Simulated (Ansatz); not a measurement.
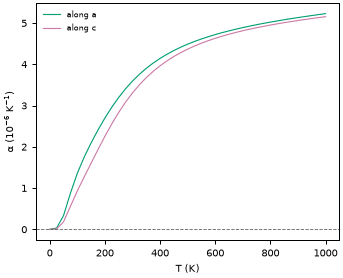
Fig. 1. Linear thermal expansion of WC (P-6m2, relaxed from the WC type) from quasi-harmonic approximation, PBEsol in Ansatz (an electronic-structure program)

The run noted for some of its cells that some bands missed the eigensolver's tolerance. Spin-orbit coupling is not included.

Task: Read off α along c at 400 K, and say whether it is negative anywhere.

Result: About 4.0 × 10⁻⁶ K⁻¹. It is not negative in the range shown.

The PAW data sets were generated under PBE and serve the other functionals too.
